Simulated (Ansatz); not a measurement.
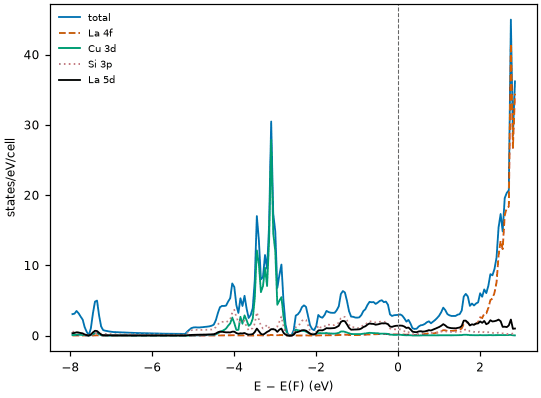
*Total and projected density of states of La2CuSi3 in space group P-6m2 (No. 187; Pearson symbol hP6), plane-wave PAW r²SCAN (Ansatz code)*

Which orbitals carry the states next to the Fermi level?

Within 0.5 eV of the Fermi level: La 5d 43 %, Si 3p 34 %, La 4f 6 %, Si 3s 5 %, outside the projected shells 5 %. Projections are on Löwdin-orthogonalised atomic valence shells; empty p or d shells of many metals are not among them.

Where is the tallest occupied peak in this window, and what makes it?

Near -3.1 eV, about 30 states/eV per cell; the largest projected share is Cu 3d.

The first step of the workflow began from a Materials Project structure, measured or hypothetical; the Crystallography Open Database copy checked does not list it. With Si and Cu taken as one species the cell has the higher symmetry P6/mmm, so it may be an ordered model of a mixed-site phase. Its standing as an ambient phase is unchecked. Symmetry was held in the r²SCAN relaxation; its stability against distortions is not shown here. The run is not spin-polarised. Spin–orbit coupling is left out wherever it is not named.

Potentials: the earlier of the program's two PAW sets.
